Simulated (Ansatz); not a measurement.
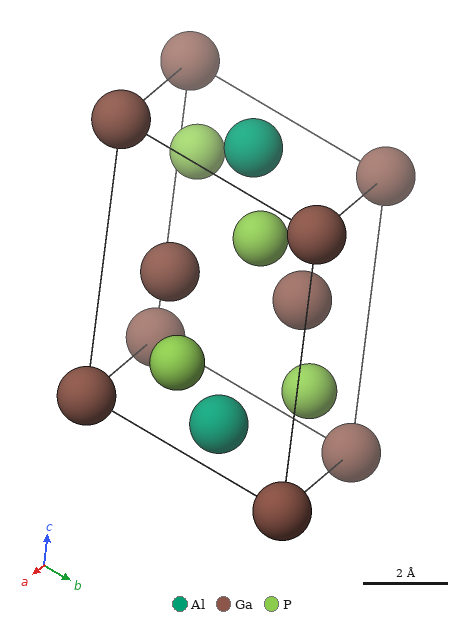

This spheres-only model is shown slightly off an axis. The edges of the cell (the run's own, in a reduced setting) are marked.

```
CELL_PARAMETERS angstrom
5.50726 0.00000 0.00000
0.00000 5.50726 0.00000
-2.75363 -2.75363 5.50708
ATOMIC_POSITIONS crystal
Al 0.50000 0.50000 0.00000
Ga 0.00000 0.00000 0.00000
Ga 0.75000 0.25000 0.50000
Ga 0.25000 0.75000 0.50000
P 0.12565 0.12565 0.75052
P 0.87435 0.37513 0.24948
P 0.62487 0.62487 0.75052
P 0.37513 0.87435 0.24948
```

Setup: Ansatz, DFT PBE, scalar-relativistic, plane waves, PAW; plane waves up to 420 eV, k-points about 0.20 Å⁻¹ apart, Gaussian smearing of 0.02 eV, no spin polarisation.

**Give the Bader charge of each element.**

Al +2.09 e; Ga +0.84 e; P -1.15 e. The transfer is large, as in an ionic solid.

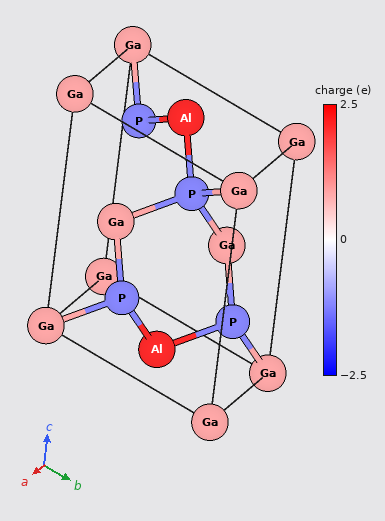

The atoms coloured by those charges.

Provenance: a structure type filled with these elements by a generator (whether the compound takes this form wasn't checked). Earlier steps of the study, as a rule a relaxation of our own, may have changed the cell and positions, so they can lie some per cent off the listed ones. A calculation with Ansatz used it as input.
